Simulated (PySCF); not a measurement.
# C₃H₆ClGa: energy and gradient calculation

The run: energy and gradient calculation of C₃H₆ClGa, SMILES C=C[CH2][GaH][Cl]. Method and program: MP2/3-21G, RHF (PySCF 2.14.0).

The geometry comes from this level: PBE0-D4/def2-TZVP. Figures and captions count atoms from 1; the log counts them from 0 in places.

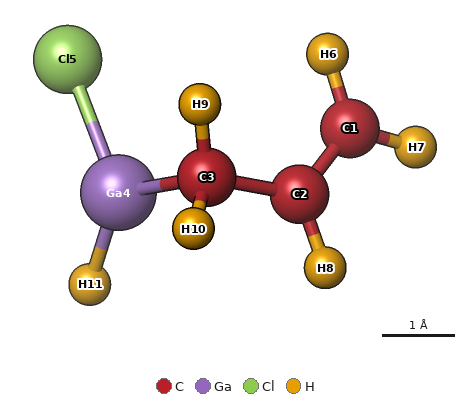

*The structure (ball-and-stick view, seen at a tilt; atoms are numbered from 1 in the order of the input). Sticks mark near contacts.*

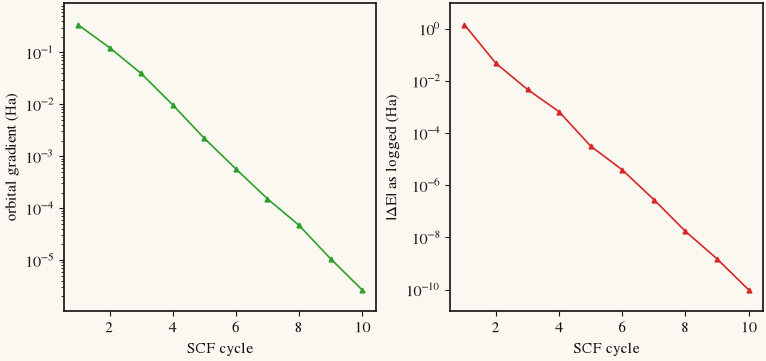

*Convergence of the self-consistent field: orbital gradient and size of the energy change against the SCF cycle.*

The residual falls at every step.

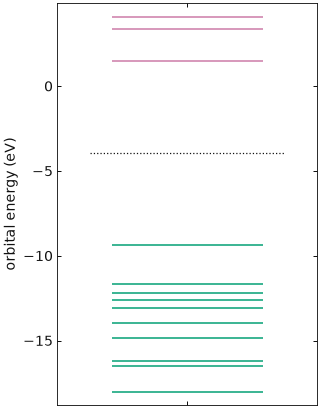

*Orbital energies near the frontier (SCF reference); the dotted line parts filled from empty levels, and levels within 0.02 eV of each other stand side by side.*

Highest filled −9.39 eV, lowest empty 1.50 eV, 10.89 eV apart.

The input that produced these results follows, with the program's output.

The input (run.py)
```python
# C=C[CH2][GaH][Cl]
from pyscf import gto, scf, mp

mol = gto.Mole()
mol.atom = [
    ('C', (-1.368600, 0.674100, -0.778700)),
    ('C', (-0.582800, -0.401200, -0.725400)),
    ('C', (0.890100, -0.387400, -0.507100)),
    ('Ga', (0.934400, -0.311000, 1.462300)),
    ('Cl', (1.332100, 1.654600, 2.261900)),
    ('H', (-0.963200, 1.679400, -0.715000)),
    ('H', (-2.440500, 0.579400, -0.900200)),
    ('H', (-1.049100, -1.383100, -0.784700)),
    ('H', (1.364800, 0.513400, -0.896200)),
    ('H', (1.381100, -1.273200, -0.908200)),
    ('H', (0.567300, -1.402000, 2.512000)),
]
mol.verbose = 4
mol.basis = '3-21g'
mol.max_memory = 1860
mol.spin = 0
mol.build()

mf = scf.RHF(mol)
mf.conv_tol = 1e-10
mf.kernel()
if not mf.converged:
    mf = mf.newton().run(mf.mo_coeff, mf.mo_occ)

pt = mp.MP2(mf, frozen=17).run()
energy = pt.e_tot
print('E(%s) = %.9f' % ('MP2', energy))
grad = pt.nuc_grad_method().kernel()
dip = mf.dip_moment()
pop, q = mf.mulliken_pop()
```

Launch command:
```bash
OMP_NUM_THREADS=1 python run.py
```

Output
```
PySCF version 2.14.0

[INPUT] num. atoms = 11
[INPUT] num. electrons = 72
[INPUT] charge = 0
[INPUT] spin (= nelec alpha-beta = 2S) = 0
[INPUT] symmetry False subgroup None
[INPUT] Mole.unit = angstrom
[INPUT] Symbol           X                Y                Z      unit          X                Y                Z       unit  Magmom
[INPUT]  1 C     -1.368600000000   0.674100000000  -0.778700000000 AA   -2.586279174080   1.273864380569  -1.471529733199 Bohr   0.0
[INPUT]  2 C     -0.582800000000  -0.401200000000  -0.725400000000 AA   -1.101332385397  -0.758158121176  -1.370807330759 Bohr   0.0
[INPUT]  3 C      0.890100000000  -0.387400000000  -0.507100000000 AA    1.682045223475  -0.732079900657  -0.958280117767 Bohr   0.0
[INPUT]  4 Ga     0.934400000000  -0.311000000000   1.462300000000 AA    1.765760090794  -0.587704824740   2.763346511951 Bohr   0.0
[INPUT]  5 Cl     1.332100000000   1.654600000000   2.261900000000 AA    2.517304170533   3.126740845705   4.274371521154 Bohr   0.0
[INPUT]  6 H     -0.963200000000   1.679400000000  -0.715000000000 AA   -1.820184203181   3.173606053595  -1.351154179064 Bohr   0.0
[INPUT]  7 H     -2.440500000000   0.579400000000  -0.900200000000 AA   -4.611876607001   1.094907316573  -1.701131457333 Bohr   0.0
[INPUT]  8 H     -1.049100000000  -1.383100000000  -0.784700000000 AA   -1.982511677281  -2.613680202886  -1.482868089946 Bohr   0.0
[INPUT]  9 H      1.364800000000   0.513400000000  -0.896200000000 AA    2.579098214806   0.970185392352  -1.693572552835 Bohr   0.0
[INPUT] 10 H      1.381100000000  -1.273200000000  -0.908200000000 AA    2.609900750637  -2.405999301796  -1.716249266330 Bohr   0.0
[INPUT] 11 H      0.567300000000  -1.402000000000   2.512000000000 AA    1.072041630466  -2.649396026640   4.746992024907 Bohr   0.0

nuclear repulsion = 405.188649090185
number of shells = 44
number of NR pGTOs = 144
number of NR cGTOs = 74
basis = 3-21g
ecp = {}

******** <class 'pyscf.scf.hf.RHF'> ********
method = RHF
initial guess = minao
damping factor = 0
level_shift factor = 0
DIIS = <class 'pyscf.scf.diis.CDIIS'>
diis_start_cycle = 1
diis_space = 8
diis_damp = 0
SCF conv_tol = 1e-10
SCF conv_tol_grad = None
SCF max_cycles = 50
direct_scf = True
direct_scf_tol = 1e-13
Set gradient conv threshold to 1e-05
Initial guess from minao.
init E= -2486.17018134965
  HOMO = -0.246082517550652  LUMO = -0.0129064453727374  gap/eV = 6.34504
cycle= 1 E= -2487.58037876643  delta_E= -1.41  |g|= 0.342  |ddm|=  2.9
  HOMO = -0.357388969862535  LUMO = 0.0448704082631073  gap/eV = 10.94604
cycle= 2 E= -2487.62688387481  delta_E= -0.0465  |g|= 0.124  |ddm|= 0.623
  HOMO = -0.341307260654299  LUMO = 0.0544339211791787  gap/eV = 10.76867
cycle= 3 E= -2487.63153038022  delta_E= -0.00465  |g|= 0.0394  |ddm|= 0.19
  HOMO = -0.344759268361357  LUMO = 0.054762750832448  gap/eV = 10.87155
cycle= 4 E= -2487.63218036083  delta_E= -0.00065  |g|= 0.0098  |ddm|= 0.0735
  HOMO = -0.344829988527374  LUMO = 0.0549486096777345  gap/eV = 10.87853
cycle= 5 E= -2487.63221179287  delta_E= -3.14e-05  |g|= 0.00222  |ddm|= 0.014
  HOMO = -0.344870036368584  LUMO = 0.0549371159706316  gap/eV = 10.87931
cycle= 6 E= -2487.63221566503  delta_E= -3.87e-06  |g|= 0.000572  |ddm|= 0.00661
  HOMO = -0.344928979028605  LUMO = 0.0549570885155002  gap/eV = 10.88145
cycle= 7 E= -2487.63221594638  delta_E= -2.81e-07  |g|= 0.000152  |ddm|= 0.00194
  HOMO = -0.344898065634734  LUMO = 0.0549649884910544  gap/eV = 10.88083
cycle= 8 E= -2487.63221596347  delta_E= -1.71e-08  |g|= 4.68e-05  |ddm|= 0.000458
  HOMO = -0.344901725513637  LUMO = 0.054963671330468  gap/eV = 10.88089
cycle= 9 E= -2487.63221596498  delta_E= -1.51e-09  |g|= 1.06e-05  |ddm|= 0.000137
  HOMO = -0.344902054525314  LUMO = 0.0549627504075207  gap/eV = 10.88088
cycle= 10 E= -2487.63221596508  delta_E= -9.82e-11  |g|= 2.67e-06  |ddm|= 3.54e-05
  HOMO = -0.344901510217977  LUMO = 0.0549629958405147  gap/eV = 10.88087
Extra cycle  E= -2487.6322159651  delta_E= -1.73e-11  |g|= 1.17e-06  |ddm|= 5.9e-06
converged SCF energy = -2487.6322159651

******** <class 'pyscf.mp.mp2.RMP2'> ********
nocc = 19, nmo = 57
frozen orbitals 17
E(RMP2) = -2487.97975864141  E_corr = -0.347542676308781
E(SCS-RMP2) = -2487.98315358965  E_corr = -0.350937624547265
E_corr(same-spin) = -0.0762849081037755
E_corr(oppo-spin) = -0.271257768205005
E(MP2) = -2487.979758641
--------------- RMP2 gradients ---------------
         x                y                z
0 C     0.0102500246    -0.0133748418    -0.0001221617
1 C     0.0037781943     0.0144604201     0.0012162863
2 C    -0.0164976766     0.0022517084    -0.0135038844
3 Ga     0.0051086694     0.0234161318     0.0181728574
4 Cl    -0.0057672049    -0.0291078108    -0.0123686202
5 H     0.0001294874    -0.0022289660     0.0006190922
6 H     0.0018028330    -0.0014346988     0.0001967026
7 H    -0.0001942906     0.0021810008     0.0010408496
8 H    -0.0001062974    -0.0016219058     0.0042615781
9 H    -0.0000752433     0.0009730564     0.0033794044
10 H     0.0015715040     0.0044859057    -0.0028921045
----------------------------------------------
Dipole moment(X, Y, Z, Debye): -0.43553, -3.09837, -1.89501
 ** Mulliken pop  **
pop of  0 C 1s            1.98726
pop of  0 C 2s            0.39141
pop of  0 C 3s            0.97018
pop of  0 C 2px           0.58111
pop of  0 C 2py           0.59602
pop of  0 C 2pz           0.40935
pop of  0 C 3px           0.47071
pop of  0 C 3py           0.40682
pop of  0 C 3pz           0.61420
pop of  1 C 1s            1.98810
pop of  1 C 2s            0.38921
pop of  1 C 3s            0.94473
pop of  1 C 2px           0.58332
pop of  1 C 2py           0.60945
pop of  1 C 2pz           0.38675
pop of  1 C 3px           0.31790
pop of  1 C 3py           0.45417
pop of  1 C 3pz           0.58238
pop of  2 C 1s            1.98843
pop of  2 C 2s            0.33729
pop of  2 C 3s            1.17409
pop of  2 C 2px           0.52550
pop of  2 C 2py           0.54344
pop of  2 C 2pz           0.53176
pop of  2 C 3px           0.39171
pop of  2 C 3py           0.63027
pop of  2 C 3pz           0.74105
pop of  3 Ga 1s           1.99984
pop of  3 Ga 2s           1.99850
pop of  3 Ga 3s           1.99519
pop of  3 Ga 4s           0.75897
pop of  3 Ga 5s           0.14607
pop of  3 Ga 2px          1.99850
pop of  3 Ga 2py          1.99851
pop of  3 Ga 2pz          1.99857
pop of  3 Ga 3px          1.98315
pop of  3 Ga 3py          1.98575
pop of  3 Ga 3pz          1.98783
pop of  3 Ga 4px          0.11525
pop of  3 Ga 4py          0.41195
pop of  3 Ga 4pz          0.50051
pop of  3 Ga 5px          0.05783
pop of  3 Ga 5py          0.00772
pop of  3 Ga 5pz          0.04875
pop of  3 Ga 3dxy         1.99627
pop of  3 Ga 3dyz         1.98478
pop of  3 Ga 3dz^2        1.97479
pop of  3 Ga 3dxz         1.99420
pop of  3 Ga 3dx2-y2      1.98902
pop of  4 Cl 1s           1.99859
pop of  4 Cl 2s           1.95860
pop of  4 Cl 3s           1.09856
pop of  4 Cl 4s           0.94979
pop of  4 Cl 2px          1.96958
pop of  4 Cl 2py          1.96665
pop of  4 Cl 2pz          1.96967
pop of  4 Cl 3px          1.02244
pop of  4 Cl 3py          0.94808
pop of  4 Cl 3pz          1.04295
pop of  4 Cl 4px          0.93282
pop of  4 Cl 4py          0.78246
pop of  4 Cl 4pz          0.89466
pop of  5 H 1s            0.46818
pop of  5 H 2s            0.30663
pop of  6 H 1s            0.47074
pop of  6 H 2s            0.30750
pop of  7 H 1s            0.47061
pop of  7 H 2s            0.29209
pop of  8 H 1s            0.45520
pop of  8 H 2s            0.28131
pop of  9 H 1s            0.45865
pop of  9 H 2s            0.29794
pop of  10 H 1s           0.39725
pop of  10 H 2s           0.78051
 ** Mulliken atomic charges  **
charge of    0C =     -0.42706
charge of    1C =     -0.25601
charge of    2C =     -0.86353
charge of    3Ga =      1.06806
charge of    4Cl =     -0.53483
charge of    5H =      0.22519
charge of    6H =      0.22175
charge of    7H =      0.23730
charge of    8H =      0.26348
charge of    9H =      0.24341
charge of   10H =     -0.17776
```

Results in brief

| quantity | value |
| --- | --- |
| outcome | converged |
| total energy | −2487.979759 hartree |
| SCF energy | −2487.632216 hartree |
| correlation energy | −0.347543 hartree |
| basis functions | 74 |
| largest force | 1.653 eV/Å |
| HOMO of the SCF reference | −9.39 eV |
| LUMO of the SCF reference | 1.50 eV |
| hardware | 1 thread of Intel Xeon @ 2.50GHz (Skylake/Cascade Lake), 189 GiB of memory available, shared host |
| wall time | 17 s |
| peak memory | 0.46 GiB |
